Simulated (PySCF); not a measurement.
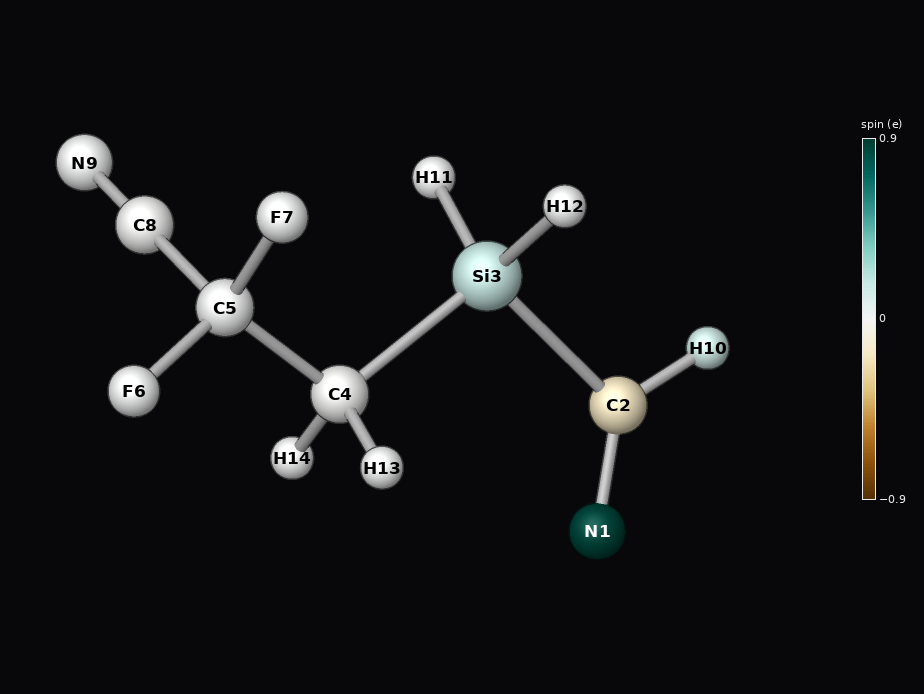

Atoms are coloured by their Mulliken spin populations. Charge 0, doublet. The computed structure is the end point of a GFN2-xTB optimisation. No frequency run is at hand to confirm it as a minimum. Properties computed with UKS B3LYP, pcH-1 on C F H N Si, non-relativistic (PySCF 2.14.0).

**Which atom carries the largest spin population?**

N1 (0.86 e).

**Which atom has the lowest spin population?**

C2 (−0.17 e); a negative value comes from spin polarisation.

Give the Mulliken spin populations atom by atom.

| atom | value (e) |
| --- | --- |
| N1 | 0.86 |
| C2 | −0.17 |
| Si3 | 0.16 |
| C4 | 0.00 |
| C5 | 0.00 |
| F6 | 0.00 |
| F7 | 0.00 |
| C8 | 0.00 |
| N9 | 0.00 |
| H10 | 0.14 |
| H11 | 0.00 |
| H12 | 0.01 |
| H13 | 0.00 |
| H14 | 0.00 |

Mulliken values depend strongly on the basis set. The geometry is semi-empirical. Around Si such bond lengths and angles can be off by a tenth of an ångström or more and by several degrees, and values that hang on the shape move with them.
